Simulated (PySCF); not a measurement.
## A study: Cl3Ga, SMILES `Cl[Ga](Cl)Cl`

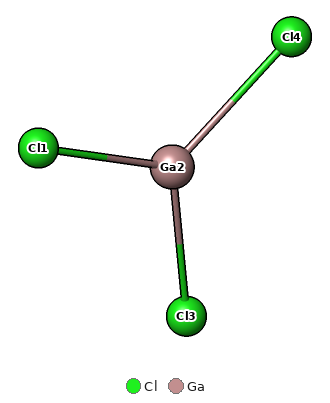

The molecule, with its atoms numbered as below. No frequency check shows the geometry to be a minimum.

Geometry (Å), atoms numbered from 1:

```
Cl1      1.5238   -1.4293    0.0000
Ga2     -0.0007    0.0000    0.0000
Cl3      0.4765    2.0340    0.0000
Cl4     -1.9991   -0.6047    0.0000
```

### 1. Bonding charge

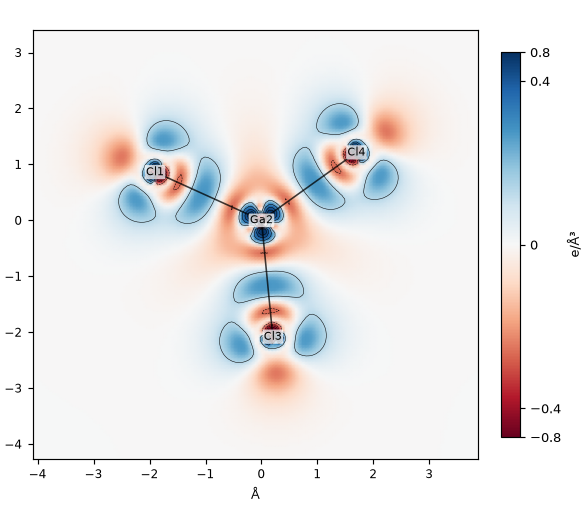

Deformation density (molecule less spherical, spin-averaged free atoms) in the molecular plane; colour scale in e/Å³, logarithmic beyond ±0.1; blue: gain, red: loss.

Computed with PySCF, B3LYP/def2-SVPD, geometry: GFN2-xTB.

**Describe the bonding that the map shows.**

Ga2–Cl4, Ga2–Cl3 and Cl1–Ga2: +0.05 e/Å³ at the bond critical point (bond length 2.09 Å). In all, 0.9 electrons gather in the regions of gain relative to the promolecule. A small or negative value marks a very polar bond, one between electron-rich atoms, whose free-atom densities already overlap strongly, a long bond to a heavier atom, or a closed-shell contact such as a hydrogen bond.

**Where do the Hirshfeld charges lie?**

The highest Hirshfeld charge is on Ga2 (+0.48 e), the lowest on Cl1, Cl3 and Cl4 (−0.16 e).

```
atom  charge (e)
 Cl1       −0.16
 Ga2       +0.48
 Cl3       −0.16
 Cl4       −0.16
```

### 2. Bond critical points

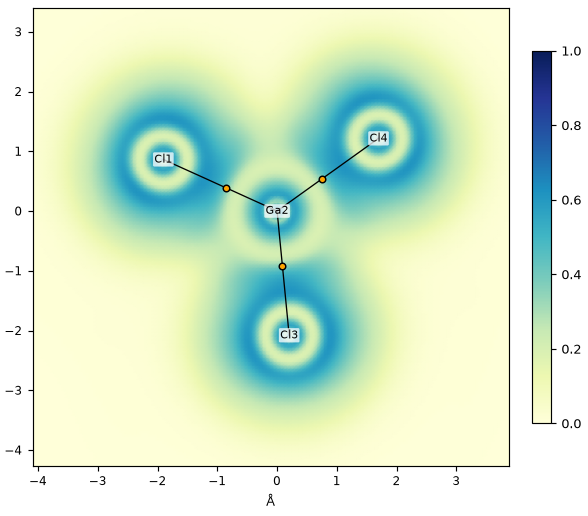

Localised orbital locator (LOL) in the molecular plane, with bond paths and bond critical points (dots).

**What values does LOL take at the bond critical points in this plane?**

Ga2–Cl4, Ga2–Cl3 and Cl1–Ga2: about 0.38. Values above 0.5 mark slow, localised electrons, as in shared pairs; low values at a critical point mark a polar or closed-shell contact whose critical point lies between the shells.

**Where along Ga2–Cl4 does the critical point lie?**

0.93 Å from Ga2 and 1.16 Å from Cl4.

### 3. Electrostatic potential

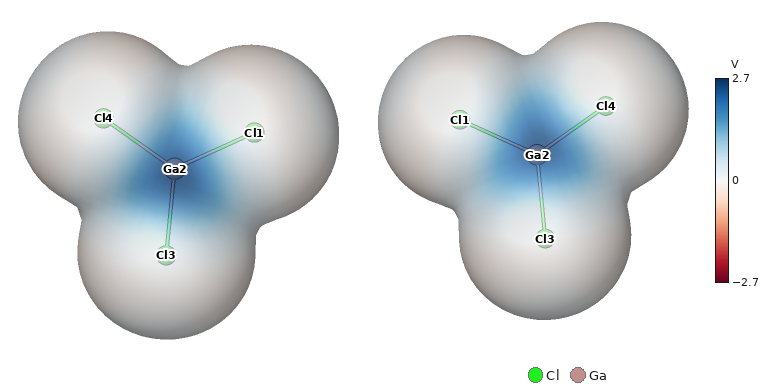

Electrostatic potential on the surface of electron density 0.001 a.u. (back view left, front view right).

**Where are the extremes of the potential on the surface?**

Highest: 2.64 V, off the molecular plane, over Ga2 (1.9 Å), and at like points elsewhere. Further maxima include 0.19 V, 2.0 Å from Cl3, and at like points elsewhere. Lowest: −0.24 V, 2.1 Å from Cl3, and at like points elsewhere. The surface is sampled at points, so like sites can differ by a few per cent and only the strongest of them is named.

**Does Cl3 carry a σ-hole?**

Yes: a local maximum of +0.19 V lies on the extension of the Ga2–Cl3 bond.

### 4. In an electric field

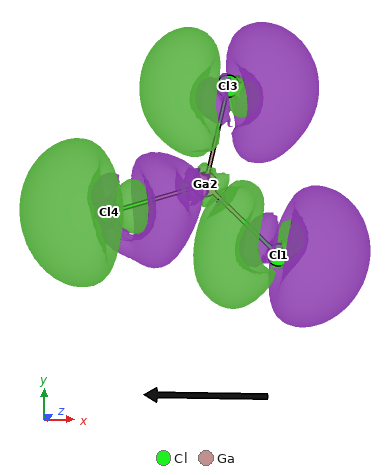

Change of the electron density in a uniform field of 0.21 V/Å along −x (arrow), surfaces at ±0.0008 e/Å³ (purple: gain, green: loss).

Method: B3LYP/def2-SVPD; geometry: GFN2-xTB; program: PySCF.

The field was applied in both directions; the picture shows the one opposite to the script's first.

**What dipole is induced, and what polarisability does it imply?**

The induced dipole is 0.77 D (along the field); α along this axis, from the fields in both directions, is 76 bohr³ (11.2 Å³).

### 5. Removing or adding an electron

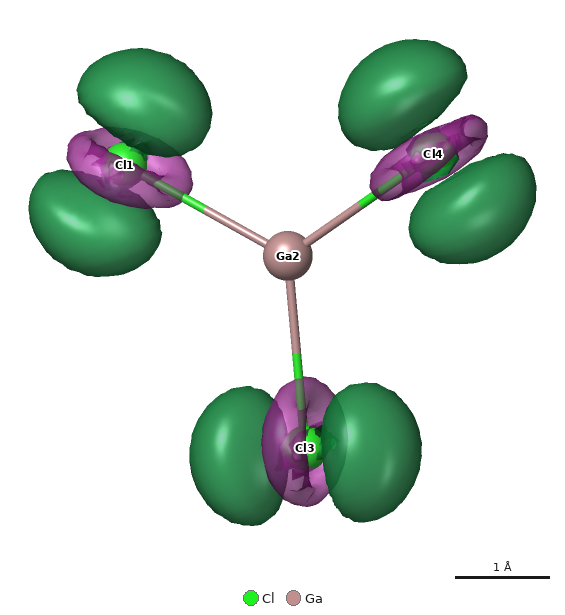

Fukui function f⁻ = ρ(N) − ρ(N−1) at fixed geometry, surfaces at ±0.03 e/Å³ (green positive, purple negative).

PySCF calculation, B3LYP/def2-SVPD, gas phase; geometry: GFN2-xTB.

**On which atoms does the density change most on removal of an electron?**

f⁻ (Hirshfeld-condensed) is largest on Cl1, Cl3 and Cl4 (0.30 each); the vertical ionisation energy is 11.48 eV. Condensed values hint at sites of electrophilic attack but needn't mark the atom that reacts. Orbital relaxation makes it negative in places (0.11 e in all).

| atom | f⁻ | charge |
| --- | --- | --- |
| Cl1 | +0.30 | −0.16 |
| Ga2 | +0.11 | +0.48 |
| Cl3 | +0.30 | −0.16 |
| Cl4 | +0.30 | −0.16 |
